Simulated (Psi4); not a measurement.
## AlO: single-point calculation (part 3 of 3)

AlO (oxoaluminum), multiplicity 4, SMILES [O]=[Al]; CCSD/CBS, UHF (Psi4 1.11). The geometry is that of the parent species in another charge or spin state. The geometry comes from this level: GFN2-xTB.

Geometry of the input (Å):
```
O  0.0000  0.0000  0.0000
Al 0.0000  0.0000  1.5700
```

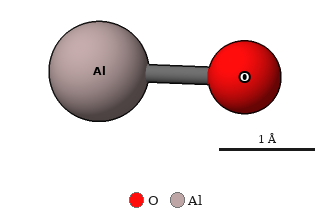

Fig. 1: The structure (ball-and-stick view, seen at a tilt). Sticks mark near contacts.

## What the program printed, continued
```
Properties computed using the SCF density matrix

 Multipole Moments:

 ------------------------------------------------------------------------------------
     Multipole            Electronic (a.u.)      Nuclear  (a.u.)        Total (a.u.)
 ------------------------------------------------------------------------------------

 L = 1.  Multiply by 2.5417464519 to convert [e a0] to [Debye]
 Dipole X            :          0.0000000            0.0000000            0.0000000
 Dipole Y            :          0.0000000            0.0000000            0.0000000
 Dipole Z            :          1.0062419           -0.5466637            0.4595782
 Magnitude           :                                                    0.4595782

 ------------------------------------------------------------------------------------

	total time  =          1 seconds =       0.02 minutes
 MINTS: Wrapper to libmints.

   Calculation information:
      Number of threads:                 1
      Number of atoms:                   2
      Number of AO shells:              20
      Number of SO shells:              20
      Number of primitives:             78
      Number of atomic orbitals:        54
      Number of basis functions:        50

      Number of irreps:                  4
      Integral cutoff                 1.00e-12
      Number of functions per irrep: [  24    4   11   11 ]

 OEINTS: Overlap, kinetic, potential, dipole, and quadrupole integrals
         stored in file 35.

      Computing two-electron integrals...done
      Computed 182098 non-zero two-electron integrals.
        Stored in file 33.

	Wfn Parameters:
	--------------------
	Wavefunction         = CCSD
	Number of irreps     = 4
	Number of MOs        = 50
	Number of active MOs = 44
	AO-Basis             = NONE
	Semicanonical        = false
	Reference            = UHF
	Print Level          = 1

	IRREP	# MOs	# FZDC	# DOCC	# SOCC	# VIRT	# FZVR
	-----	-----	------	------	------	------	------
	 A1	   24	    4	    2	    1	    17	    0
	 A2	   4	    0	    0	    0	    4	    0
	 B1	   11	    1	    0	    2	    8	    0
	 B2	   11	    1	    1	    0	    9	    0
	Transforming integrals...
	IWL integrals will be deleted.
	(OO|OO)...
	Presorting SO-basis two-electron integrals.
	Sorting File: SO Ints (nn|nn) nbuckets = 1
	Constructing frozen core operators
	Starting AA/AB first half-transformation.
	Sorting AA/AB half-transformed integrals.
	Starting BB first half-transformation.
	Sorting BB half-transformed integrals.
	First half integral transformation complete.
	Starting AA second half-transformation.
	Starting AB second half-transformation.
	Starting BB second half-transformation.
	Two-electron integral transformation complete.
	(OO|OV)...
	Starting AA second half-transformation.
	Starting AB second half-transformation.
	Starting BB second half-transformation.
	Two-electron integral transformation complete.
	(OO|VV)...
	Starting AA second half-transformation.
	Starting AB second half-transformation.
	Starting BB second half-transformation.
	Two-electron integral transformation complete.
	(OV|OO)...
	Starting AA/AB first half-transformation.
	Sorting AA/AB half-transformed integrals.
	Starting BB first half-transformation.
	Sorting BB half-transformed integrals.
	First half integral transformation complete.
	Starting AA second half-transformation.
	Starting AB second half-transformation.
	Starting BB second half-transformation.
	Two-electron integral transformation complete.
	(OV|OV)...
	Starting AA second half-transformation.
	Starting AB second half-transformation.
	Starting BB second half-transformation.
	Two-electron integral transformation complete.
	(OV|VV)...
	Starting AA second half-transformation.
	Starting AB second half-transformation.
	Starting BB second half-transformation.
	Two-electron integral transformation complete.
	(VV|OO)...
	Starting AA/AB first half-transformation.
	Sorting AA/AB half-transformed integrals.
	Starting BB first half-transformation.
	Sorting BB half-transformed integrals.
	First half integral transformation complete.
	Starting AA second half-transformation.
	Starting AB second half-transformation.
	Starting BB second half-transformation.
	Two-electron integral transformation complete.
	(VV|OV)...
	Starting AA second half-transformation.
	Starting AB second half-transformation.
	Starting BB second half-transformation.
	Two-electron integral transformation complete.
	(VV|VV)...
	Starting AA second half-transformation.
	Starting AB second half-transformation.
	Starting BB second half-transformation.
	Two-electron integral transformation complete.
	Frozen core energy     =   -328.08994478814117

	Size of irrep 0 of <AB|CD> integrals:      0.042 (MW) /      0.339 (MB)
	Size of irrep 1 of <AB|CD> integrals:      0.020 (MW) /      0.157 (MB)
	Size of irrep 2 of <AB|CD> integrals:      0.030 (MW) /      0.237 (MB)
	Size of irrep 3 of <AB|CD> integrals:      0.034 (MW) /      0.274 (MB)
	Total:                                     0.126 (MW) /      1.007 (MB)

	Size of irrep 0 of <ab|cd> integrals:      0.058 (MW) /      0.461 (MB)
	Size of irrep 1 of <ab|cd> integrals:      0.026 (MW) /      0.210 (MB)
	Size of irrep 2 of <ab|cd> integrals:      0.047 (MW) /      0.373 (MB)
	Size of irrep 3 of <ab|cd> integrals:      0.041 (MW) /      0.326 (MB)
	Total:                                     0.171 (MW) /      1.370 (MB)

	Size of irrep 0 of <Ab|Cd> integrals:      0.233 (MW) /      1.866 (MB)
	Size of irrep 1 of <Ab|Cd> integrals:      0.091 (MW) /      0.730 (MB)
	Size of irrep 2 of <Ab|Cd> integrals:      0.149 (MW) /      1.192 (MB)
	Size of irrep 3 of <Ab|Cd> integrals:      0.150 (MW) /      1.198 (MB)
	Total:                                     0.623 (MW) /      4.986 (MB)

	Size of irrep 0 of <IA|BC> integrals:      0.034 (MW) /      0.274 (MB)
	Size of irrep 1 of <IA|BC> integrals:      0.011 (MW) /      0.085 (MB)
	Size of irrep 2 of <IA|BC> integrals:      0.021 (MW) /      0.171 (MB)
	Size of irrep 3 of <IA|BC> integrals:      0.019 (MW) /      0.154 (MB)
	Total:                                     0.085 (MW) /      0.683 (MB)

	Size of irrep 0 of <ia|bc> integrals:      0.023 (MW) /      0.188 (MB)
	Size of irrep 1 of <ia|bc> integrals:      0.006 (MW) /      0.047 (MB)
	Size of irrep 2 of <ia|bc> integrals:      0.010 (MW) /      0.083 (MB)
	Size of irrep 3 of <ia|bc> integrals:      0.015 (MW) /      0.116 (MB)
	Total:                                     0.054 (MW) /      0.434 (MB)

	Size of irrep 0 of <Ia|Bc> integrals:      0.040 (MW) /      0.321 (MB)
	Size of irrep 1 of <Ia|Bc> integrals:      0.012 (MW) /      0.097 (MB)
	Size of irrep 2 of <Ia|Bc> integrals:      0.027 (MW) /      0.216 (MB)
	Size of irrep 3 of <Ia|Bc> integrals:      0.021 (MW) /      0.164 (MB)
	Total:                                     0.100 (MW) /      0.798 (MB)

	Size of irrep 0 of <iA|bC> integrals:      0.021 (MW) /      0.166 (MB)
	Size of irrep 1 of <iA|bC> integrals:      0.005 (MW) /      0.039 (MB)
	Size of irrep 2 of <iA|bC> integrals:      0.008 (MW) /      0.062 (MB)
	Size of irrep 3 of <iA|bC> integrals:      0.014 (MW) /      0.108 (MB)
	Total:                                     0.047 (MW) /      0.375 (MB)

	Size of irrep 0 of tIjAb amplitudes:       0.003 (MW) /      0.027 (MB)
	Size of irrep 1 of tIjAb amplitudes:       0.001 (MW) /      0.005 (MB)
	Size of irrep 2 of tIjAb amplitudes:       0.002 (MW) /      0.012 (MB)
	Size of irrep 3 of tIjAb amplitudes:       0.002 (MW) /      0.015 (MB)
	Total:                                     0.007 (MW) /      0.060 (MB)

	Nuclear Rep. energy          =     35.05266068576161
	SCF energy                   =   -316.67103137406764
	One-electron energy          =    -41.00423698883028
	Two-electron (AA) energy     =      5.79376322638250
	Two-electron (BB) energy     =      1.71335929931714
	Two-electron (AB) energy     =      9.86336719144315
	Two-electron energy          =     17.37048971714279
	Reference energy             =   -316.67103137406707

	total time  =          1 seconds =       0.02 minutes
            **************************
            *                        *
            *        CCENERGY        *
            *                        *
            **************************

    Nuclear Rep. energy (wfn)     =   35.052660685761609
    SCF energy          (wfn)     = -316.671031374067638
    Reference energy    (file100) = -316.671031374067070

    Input parameters:
    -----------------
    Wave function   =     CCSD
    Reference wfn   =     UHF
    Brueckner       =     No
    Memory (Mbytes) =     1600.0
    Maxiter         =     50
    R_Convergence   =     1.0e-07
    E_Convergence   =     1.0e-06
    Restart         =     Yes
    DIIS            =     Yes
    AO Basis        =     NONE
    ABCD            =     NEW
    Cache Level     =     2
    Cache Type      =     LRU
    Print Level     =     1
    Num. of threads =     1
    # Amps to Print =     10
    Print MP2 Amps? =     No
    Analyze T2 Amps =     No
    Print Pair Ener =     No
    Local CC        =     No
    SCS-MP2         =     False
    SCSN-MP2        =     False
    SCS-CCSD        =     False

MP2 correlation energy -0.1690658456816219
                Solving CC Amplitude Equations
                ------------------------------
  Iter             Energy              RMS        T1Diag      D1Diag    New D1Diag    D2Diag
  ----     ---------------------    ---------   ----------  ----------  ----------   --------
     0        -0.169065845681622    0.000e+00    0.000000    0.000000    0.000000    0.000000
     1        -0.178545062115726    6.130e-02    0.016616    0.000000    0.000000    0.000000
     2        -0.183470517942831    2.249e-02    0.019132    0.000000    0.000000    0.000000
     3        -0.185463992035816    1.538e-02    0.024661    0.000000    0.000000    0.000000
     4        -0.185500633856600    6.465e-03    0.026693    0.000000    0.000000    0.000000
     5        -0.185508021714239    4.055e-03    0.027454    0.000000    0.000000    0.000000
     6        -0.185648364221101    2.812e-03    0.027717    0.000000    0.000000    0.000000
     7        -0.185700225813126    1.936e-03    0.027634    0.000000    0.000000    0.000000
     8        -0.185711454685562    1.192e-03    0.027553    0.000000    0.000000    0.000000
     9        -0.185716808051785    5.509e-04    0.027535    0.000000    0.000000    0.000000
    10        -0.185718769986217    2.500e-04    0.027523    0.000000    0.000000    0.000000
    11        -0.185720540132393    1.133e-04    0.027532    0.000000    0.000000    0.000000
    12        -0.185721351077056    5.491e-05    0.027531    0.000000    0.000000    0.000000
    13        -0.185721992569064    2.918e-05    0.027535    0.000000    0.000000    0.000000
    14        -0.185722092097647    1.416e-05    0.027537    0.000000    0.000000    0.000000
    15        -0.185722205641916    7.527e-06    0.027538    0.000000    0.000000    0.000000
    16        -0.185722254195849    3.767e-06    0.027539    0.000000    0.000000    0.000000
    17        -0.185722287222020    2.191e-06    0.027539    0.000000    0.000000    0.000000
    18        -0.185722308694657    1.502e-06    0.027539    0.000000    0.000000    0.000000
    19        -0.185722332642321    1.198e-06    0.027539    0.000000    0.000000    0.000000
    20        -0.185722359176497    9.214e-07    0.027539    0.000000    0.000000    0.000000
    21        -0.185722378591185    5.987e-07    0.027539    0.000000    0.000000    0.000000
    22        -0.185722381889058    2.997e-07    0.027539    0.000000    0.000000    0.000000
    23        -0.185722381579569    1.608e-07    0.027539    0.000000    0.000000    0.000000
    24        -0.185722381709005    8.702e-08    0.027539    0.000000    0.000000    0.000000

    Iterations converged.

    Largest TIA Amplitudes:
              5  29        -0.0283238758
              5  30        -0.0184294226
              5  31        -0.0148889074
              3  22        -0.0136999133
              4  22         0.0116845392
              1   5        -0.0114163621
              4  25         0.0108003471
              1   2        -0.0102842028
              3  25        -0.0096884597
              5  34        -0.0086409721

    Largest Tia Amplitudes:
              1   0        -0.0434179580
              2  33        -0.0239214341
              1   2        -0.0226841966
              2  34        -0.0139259431
              2  32        -0.0138792374
              1   6        -0.0102921563
              2  36        -0.0095015523
              1   7         0.0076087580
              1   3        -0.0071180889
              1   8         0.0070856246

    Largest TIJAB Amplitudes:
      4   2  29  17         0.0273237101
      4   2  30  17         0.0223410497
      4   2  24   6         0.0211675628
      4   2  25   2        -0.0208118918
      4   2  22   2        -0.0191716046
      4   2  29  18         0.0187748980
      4   2  30  18         0.0162656078
      5   3  36  27        -0.0157996364
      4   2  24   1        -0.0155511277
      4   2  25   7         0.0144576349

    Largest Tijab Amplitudes:
      2   1  39  14        -0.0124540762
      2   1  38  13        -0.0111031113
      2   1  39  11        -0.0086921858
      2   1  33   0        -0.0081882494
      2   0  22  20         0.0080900232
      2   1  37  11        -0.0078666160
      2   1  34   0        -0.0073510734
      2   1  37  14        -0.0071466741
      2   1  39   0        -0.0071454257
      2   1  40  17         0.0071306335

    Largest TIjAb Amplitudes:
      4   2  29  22        -0.0376627046
      5   2  36  39        -0.0298947083
      4   2  29  23        -0.0250294522
      4   2  30  22        -0.0247516493
      1   1  13  14        -0.0232757196
      3   2  27  39        -0.0210131538
      4   1   2  22        -0.0181125957
      3   1  27  14        -0.0178504621
      5   2  34  39        -0.0174783128
      5   1  36  14        -0.0172924264

    SCF energy       (wfn)                    = -316.671031374067638
    Reference energy (file100)                = -316.671031374067070

    Opposite-spin MP2 correlation energy      =   -0.123282549614550
    Same-spin MP2 correlation energy          =   -0.045783296067072
    Singles MP2 correlation energy            =   -0.000000000000000
    MP2 correlation energy                    =   -0.169065845681622
      * MP2 total energy                      = -316.840097219748714

    Opposite-spin CCSD correlation energy     =   -0.140394774056526
    Same-spin CCSD correlation energy         =   -0.045327607652478
    Singles CCSD correlation energy           =    0.000000000000000
    CCSD correlation energy                   =   -0.185722381709005
      * CCSD total energy                     = -316.856753755776083

    Psi4 run time: 0:00:09.02

  //>>>>>>>>>>>>>>>>>>>>>>>>>>>>>>>>>>>//
  //            CBS Results            //
  //<<<<<<<<<<<<<<<<<<<<<<<<<<<<<<<<<<<//

   ==> Components <==

  ---------------------------------------------------------------------------------------------------------
                          Method / Basis                      Rqd      Energy [Eh]   Variable
  ---------------------------------------------------------------------------------------------------------
                              hf / aug-cc-pvdz                 *     -316.67103137   HF TOTAL ENERGY
                             mp2 / aug-cc-pvdz                       -316.84009722   MP2 TOTAL ENERGY
                            ccsd / aug-cc-pvdz                 *     -316.85675376   CCSD TOTAL ENERGY
                              hf / aug-cc-pvtz                 *     -316.69484622   HF TOTAL ENERGY
                             mp2 / aug-cc-pvtz                       -316.90934836   MP2 TOTAL ENERGY
                            ccsd / aug-cc-pvtz                 *     -316.92477542   CCSD TOTAL ENERGY
  ---------------------------------------------------------------------------------------------------------

   ==> Stages <==

  ---------------------------------------------------------------------------------------------------------
      Stage               Method / Basis                       Wt      Energy [Eh]   Scheme
  ---------------------------------------------------------------------------------------------------------
        scf                   hf / aug-cc-pvtz                  1    -316.69484622   xtpl_highest_1
       corl                 ccsd / aug-cc-pv[dt]z               1    -316.95341612   corl_xtpl_helgaker_2
       corl                   hf / aug-cc-pv[dt]z              -1    -316.70487352   corl_xtpl_helgaker_2
  ---------------------------------------------------------------------------------------------------------

   ==> CBS <==

  ---------------------------------------------------------------------------------------------------------
      Stage               Method / Basis                               Energy [Eh]   Scheme
  ---------------------------------------------------------------------------------------------------------
        scf                   hf / aug-cc-pvtz                       -316.69484622   xtpl_highest_1
       corl                 ccsd / aug-cc-pv[dt]z                      -0.24854260   corl_xtpl_helgaker_2
      total                  CBS                                     -316.94338881
  ---------------------------------------------------------------------------------------------------------
```

## Standard output
```
ccsd/aug-cc-pv[dt]z energy: -316.9433888147 Eh
```

## Results in brief

| quantity | value |
| --- | --- |
| outcome | converged |
| total energy | −316.943389 hartree |
| correlation energy | −0.248543 hartree |
| ⟨S²⟩ | 3.756 |
| wall time | 36 s |
| peak memory | 0.57 GiB |
